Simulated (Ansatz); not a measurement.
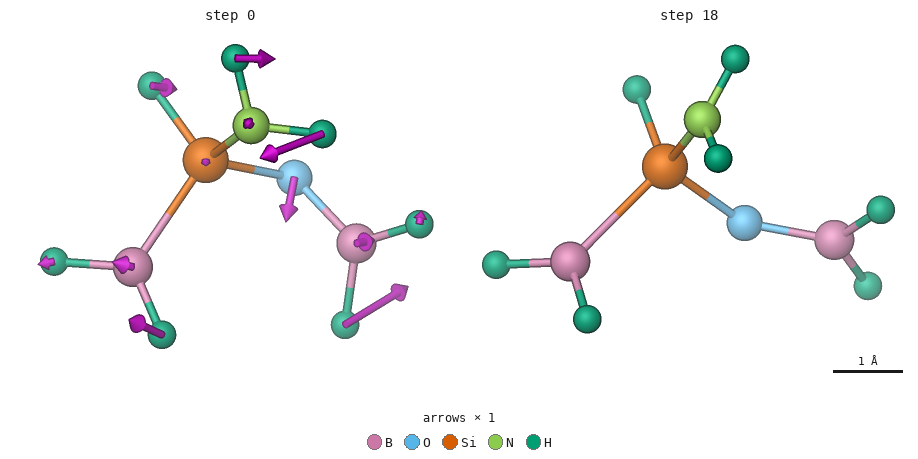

The structure of B₂SiNH₇O before (left) and after (right) a relaxation, at one scale. The purple arrows give the displacements, at their true length.

The picture is a ball-and-stick view, seen at a tilt.

The run prepares an end point of a later path (inversion) calculation, from a guessed geometry.

These are results of RKS BHLYP/def2-SVP (Ansatz), not measurements.

Input
```yaml
crystal:
  periodic: [false, false, false]
  atoms:
    - { symbol: B, position_ang: [0.3066, 1.5911, 1.1503] }
    - { symbol: O, position_ang: [-0.6781, 0.5588, 1.4834] }
    - { symbol: Si, position_ang: [-0.494, -0.6915, 0.3032] }
    - { symbol: B, position_ang: [-0.968, -0.1212, -1.4585] }
    - { symbol: "N", position_ang: [1.247, -1.2505, 0.2526] }
    - { symbol: H, position_ang: [1.3411, 1.671, 1.6096] }
    - { symbol: H, position_ang: [-0.0597, 2.5148, 0.4287] }
    - { symbol: H, position_ang: [-1.2629, -1.8149, 0.7086] }
    - { symbol: H, position_ang: [-1.9238, -0.6816, -1.9502] }
    - { symbol: H, position_ang: [-0.5024, 0.7728, -1.9696] }
    - { symbol: H, position_ang: [1.26089, -2.17937, 0.66468] }
    - { symbol: H, position_ang: [1.81582, -0.59109, 0.83611] }
basis:
  gaussian: { orbitals: def2-SVP }
hamiltonian:
  xc: { name: BHLYP }
relax:
  f_tol: 0.015
  max_steps: 40
output:
  orbitals: {}
```

Run as
```bash
ansatz run input.yaml --threads 2 --pin off --max-ram 3072MiB --backend cpu --events-out ev --progress --plain --runs-dir out
```

Q: Describe what moved and what it gained.

A: Over 17 accepted moves (18 points after the start) the energy falls by 36.1 kcal/mol. The largest force component goes from 4.6 to 0.011 eV/Å. The line search rejected the trial step at point 10 of the run. The atom that moves furthest after the best rigid fit is H7 (1.45 Å). Largest moves by element: H 1.45 Å, O 0.72 Å, B 0.43 Å, N 0.18 Å, Si 0.10 Å. Among the contacts that change: B1–O2 1.465 → 1.335 Å, Si3–N5 1.829 → 1.713 Å, Si3–B4 1.911 → 2.009 Å, B1–H6 1.135 → 1.207 Å. Among the angles between lasting bonds that change: B1–O2–Si3 106.4° → 138.7°, Si3–N5–H11 106.3° → 122.2°, Si3–N5–H12 108.0° → 121.7°. Groups turn about B1–O2 by about 90°, O2–Si3 by about 60°. The run took 46 s on 2 threads of Intel(R) Xeon(R) Platinum 8488C (Sapphire Rapids), with other jobs on the host, peak memory 0.25 GiB.
